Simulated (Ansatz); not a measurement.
Input

```
crystal:
  periodic: [false, false, false]
  atoms:
    - { symbol: "N", position_ang: [-0.91389, -0.18927, -0.28152] }
    - { symbol: C, position_ang: [0.16756, 0.43204, -0.27877] }
    - { symbol: O, position_ang: [0.5132, 1.4688, -0.97393] }
    - { symbol: H, position_ang: [-1.66266, 0.10849, -0.88757] }
    - { symbol: H, position_ang: [-0.17577, 1.80344, -1.58373] }
magnetization:
  spin_polarized: true
  initial_magnetization: 1
basis:
  gaussian: { orbitals: def2-SVP }
hamiltonian:
  xc: pbe0
relax:
  f_tol: 0.015
  max_steps: 40
output:
  orbitals: {}
```

Launched as:

```sh
ansatz run input.yaml --threads 1 --pin off --max-ram 2048MiB --backend cpu --events-out ev --progress --plain --runs-dir out
```

The fields are those of the relaxed geometry.

Computed with Ansatz, UKS PBE0/def2-SVP.

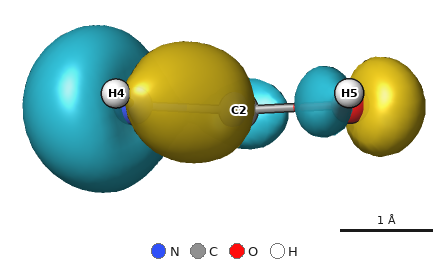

CH2NO (doublet). The HOMO−1 (β) at ±0.2 Å⁻³ᐟ² (yellow and cyan are the two phases), seen from one side.

Describe this orbital and give its energy.

Its weight (Hirshfeld) is mainly on N1 (about 65 %), C2 (about 15 %) and O3 (about 15 %); it is symmetric in the molecular plane (an in-plane orbital: σ, lone-pair or in-plane π type). Its energy is −8.61 eV.
